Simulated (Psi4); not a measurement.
# B2PLYP/def2-SVP (density fitting for correlation) run of SiH4O4 (orthosilicic acid)

Aim: the vertical ionisation energy of SiH4O4 (orthosilicic acid) at B2PLYP/def2-SVP (density fitting for correlation), from 2 runs. 

Program for the calculation: Psi4 1.11.

### Step 1. The molecule

The species is SiH4O4 (9 atoms), meant as a singlet with charge 0. As SMILES, `O[Si](O)(O)O`. The coordinates come from a PBE0-D4/def2-TZVP relaxation. This is one conformer, not always the lowest.

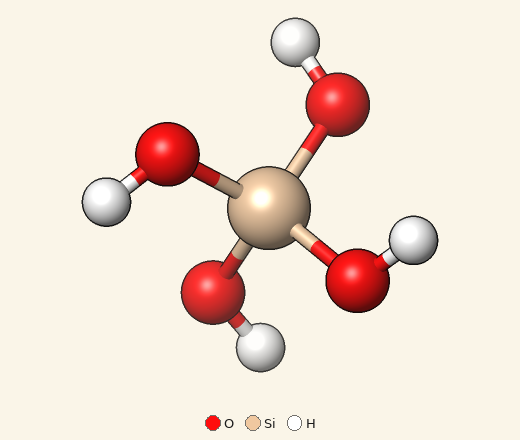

The structure, seen from a chosen angle (oxygen red, silicon light orange, hydrogen white).

### Step 2. A single-point energy at B2PLYP/def2-SVP (density fitting for correlation)

h4o4si.py reads:

```python
import psi4

psi4.set_memory(2200000000)
psi4.set_num_threads(1)
psi4.core.set_output_file('h4o4si.out', False)

molecule = psi4.geometry("""
0 1
O     -1.83123910     1.46708888    -1.99849876
Si     0.00001890     0.00005669    -0.00007559
O      2.88676453     0.81953643    -0.70326158
O     -0.08152279    -3.07889298    -0.11319459
O     -0.97396484     0.79249444     2.81467147
H     -1.20840427     1.64358930    -3.68936900
H      4.20705948    -0.25543428    -0.08728645
H     -1.45138525    -3.88552258     0.75339601
H     -1.54728885     2.49712190     3.02363739
units bohr
symmetry c1
""")

options = {'basis': 'def2-SVP', 'reference': 'rks', 'puream': True, 'e_convergence': 1e-09, 'd_convergence': 1e-08, 'scf_type': 'pk', 'dft_radial_points': 99, 'dft_spherical_points': 590, 'num_frozen_docc': 9}
psi4.set_options(options)

result = psi4.energy("b2plyp")
print(f'total energy {result:.8f} hartree = {result * 27.211386:.5f} eV')
```

Command:

```console
$ python h4o4si.py
```

h4o4si.out:

```text
[...]
  Running in c1 symmetry.
[...]
  Nuclear repulsion =  269.977267110290200
[...]
  Multiplicity = 1
[...]
  Nalpha       = 25
  Nbeta        = 25
[...]
    Number of basis functions: 94
[...]
   @RKS iter   1:  -591.65941762986267   -5.03439e-01   1.03109e-02 ADIIS/DIIS
[...]
   @RKS iter  10:  -592.00785255031485   -5.22959e-12   4.45683e-09 DIIS
[...]
    Orbital Energies [Eh]
    ---------------------
    Doubly Occupied:
       1A    -67.290596     2A    -19.722407     3A    -19.722378
       4A    -19.722377     5A    -19.722369     6A     -5.689022
       7A     -3.948058     8A     -3.948058     9A     -3.947893
      10A     -1.161541    11A     -1.118775    12A     -1.118774
      13A     -1.112556    14A     -0.665922    15A     -0.601987
      16A     -0.601985    17A     -0.591615    18A     -0.474113
      19A     -0.446597    20A     -0.443334    21A     -0.443332
      22A     -0.422467    23A     -0.416716    24A     -0.387083
      25A     -0.387081
[...]
  @RKS Final Energy:  -592.00785255031485
   => Energetics <=
    Nuclear Repulsion Energy =            269.9772671102901995
    One-Electron Energy =               -1356.1910497031590239
    Two-Electron Energy =                 521.4832599127660160
    DFT Exchange-Correlation Energy =     -27.2773298702118758
    Empirical Dispersion Energy =           0.0000000000000000
    VV10 Nonlocal Energy =                  0.0000000000000000
    Total Energy =                       -592.0078525503148512
[...]
 Multipole Moments:
 ------------------------------------------------------------------------------------
     Multipole            Electronic (a.u.)      Nuclear  (a.u.)        Total (a.u.)
 ------------------------------------------------------------------------------------
 L = 1.  Multiply by 2.5417464519 to convert [e a0] to [Debye]
 Dipole X            :          0.0000239           -0.0000323           -0.0000085
 Dipole Y            :          0.0000745           -0.0002244           -0.0001499
 Dipole Z            :         -0.0000949            0.0003169            0.0002220
 Magnitude           :                                                    0.0002680
[...]
```

The script printed:

```text
total energy -592.27861078 hartree = -16116.72190 eV
```

Wall time 20 s (1 thread of AMD EPYC 7R43 (Zen 3), shared host); peak memory 0.89 GiB.

### Step 3. The doublet cation at the same level

calc.in reads:

```
memory 2200 MB

molecule geom {
  1 2
  O
  Si 1 1.630981
  O 2 1.630975 1 106.38019
  O 2 1.63098 3 106.38066 1 124.05948
  O 2 1.630982 3 115.84778 1 -117.9703
  H 1 0.958106 2 116.58611 3 36.75556
  H 3 0.958113 2 116.58438 4 -36.74079
  H 4 0.958111 2 116.58379 3 160.76572
  H 5 0.958106 2 116.58573 3 81.24287
  symmetry c1
  no_reorient
  no_com
}

set reference uks
set puream true
set e_convergence 1e-09
set d_convergence 1e-08
set scf_type pk
set dft_radial_points 99
set dft_spherical_points 590
set num_frozen_docc 9
set maxiter 100

e, wfn = energy('b2plyp/def2-SVP', return_wfn=True)
```

Command:

```console
$ psi4 -n 1 calc.in calc.out
```

calc.out:

```text
[...]
  Running in c1 symmetry.
[...]
  Nuclear repulsion =  269.977287468162217
[...]
  Multiplicity = 2
[...]
  Nalpha       = 25
  Nbeta        = 24
[...]
    Number of basis functions: 94
[...]
   @UKS iter   1:  -591.37350815910884   -2.17529e-01   7.76284e-03 ADIIS/DIIS
[...]
   @UKS iter  30:  -591.57959208781415   -2.16005e-12   5.37312e-09 DIIS
[...]
   @S^2 Observed:                7.684900726E-01
[...]
    Orbital Energies [Eh]
    ---------------------
    Alpha Occupied:
       1A    -67.553068     2A    -20.013392     3A    -20.013302
       4A    -20.008449     5A    -20.008354     6A     -5.951948
       7A     -4.211182     8A     -4.210958     9A     -4.210528
      10A     -1.439717    11A     -1.401034    12A     -1.395821
      13A     -1.392237    14A     -0.930204    15A     -0.869366
      16A     -0.866654    17A     -0.858427    18A     -0.754027
      19A     -0.723412    20A     -0.719948    21A     -0.711112
      22A     -0.708988    23A     -0.688513    24A     -0.683707
      25A     -0.671059
    Alpha Virtual:
[...]
  @UKS Final Energy:  -591.57959208781415
   => Energetics <=
    Nuclear Repulsion Energy =            269.9772874681622170
    One-Electron Energy =               -1342.8961380991293026
    Two-Electron Energy =                 508.4084744493759445
    DFT Exchange-Correlation Energy =     -27.0692159062231212
    Empirical Dispersion Energy =           0.0000000000000000
    VV10 Nonlocal Energy =                  0.0000000000000000
    Total Energy =                       -591.5795920878141487
[...]
 Multipole Moments:
 ------------------------------------------------------------------------------------
     Multipole            Electronic (a.u.)      Nuclear  (a.u.)        Total (a.u.)
 ------------------------------------------------------------------------------------
 L = 1.  Multiply by 2.5417464519 to convert [e a0] to [Debye]
 Dipole X            :          0.0579621            0.0000274            0.0579895
 Dipole Y            :         -0.0314025            0.0002551           -0.0311475
 Dipole Z            :          0.0419034            0.0002934            0.0421967
 Magnitude           :                                                    0.0781889
[...]
```

Wall time 82 s (1 thread of AMD EPYC 7R43 (Zen 3), shared host); peak memory 0.89 GiB.

### Step 4. Summary of results

At B2PLYP/def2-SVP (density fitting for correlation), 9 core orbitals frozen:

| quantity | value |
| --- | --- |
| singlet SiH4O4: total energy | -592.27861 Eh |
| singlet SiH4O4: HOMO energy (SCF part's orbitals) | -10.53 eV |
| singlet SiH4O4: LUMO energy (SCF part's orbitals) | 2.18 eV |
| singlet SiH4O4: HOMO–LUMO gap (SCF part's orbitals) | 12.72 eV |
| doublet cation: total energy | -591.86578 Eh |
| doublet cation: HOMO energy (SCF part's orbitals) (highest over α and β) | -16.03 eV |
| doublet cation: LUMO energy (SCF part's orbitals) (lowest over α and β) | -12.78 eV |
| doublet cation: ⟨S²⟩ | 0.768 |
| vertical ionisation energy (to the doublet cation) | 11.234 eV |

The vertical ionisation energy comes to 11.23 eV (259 kcal/mol). −ε(HOMO) before ionisation, 10.53 eV, is 0.70 eV below this ionisation energy.
